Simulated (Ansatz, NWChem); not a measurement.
## A ladder of methods for InSiH4F (SMILES [F][InH][SiH3])

InSiH4F: 7 atoms, total charge 0, spin state singlet. As SMILES, `[F][InH][SiH3]`. The coordinates come from a PBE0-D4/def2-TZVP relaxation.

Each level gives the electronic atomisation energy (eV). The values are calculated. Electronic energies at fixed atoms, without zero-point motion or spin-orbit coupling.

```csv
level,kind,program,value (eV),CPU time (all runs)
PBE0/def2-SVP (core potential),global hybrid,NWChem,18.31,42 s
M06-2X/def2-SVP (core potential),hybrid meta-GGA,NWChem,18.40,59 s
r2SCAN0/def2-SVP (core potential),hybrid meta-GGA,Ansatz,18.44,18 s
wB97M-V/def2-SVP (core potential),range-separated hybrid,Ansatz,18.99,87 s
B2PLYP/def2-SVP (core potential),double hybrid,Ansatz,18.23,11 s
PBE-QIDH/def2-SVP (core potential),double hybrid,Ansatz,18.21,11 s
RPA@PBE0/def2-SVP (core potential),RPA,Ansatz,17.34,13 s
CCSD/def2-SVP (core potential),coupled cluster or CI,Ansatz,17.54,9.6 s
```

Correlated wave functions underbind in double-zeta sets. The values span 17.34 to 18.99 eV. In the correlated wave-function rows the outer d shell of In is correlated, in sets not made for it. Times are those of the runs behind each value, whatever else they computed, on shared processors of several kinds: orders of magnitude only.

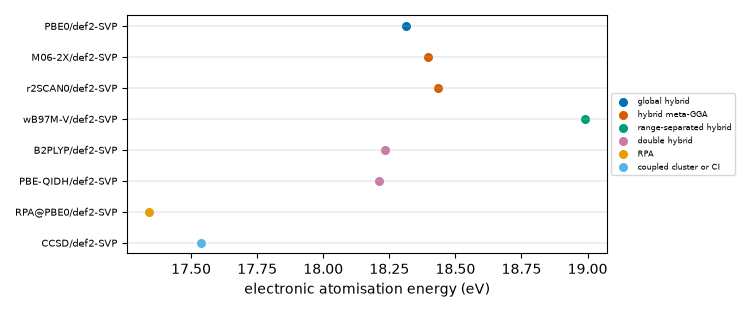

The values of the table, level by level.
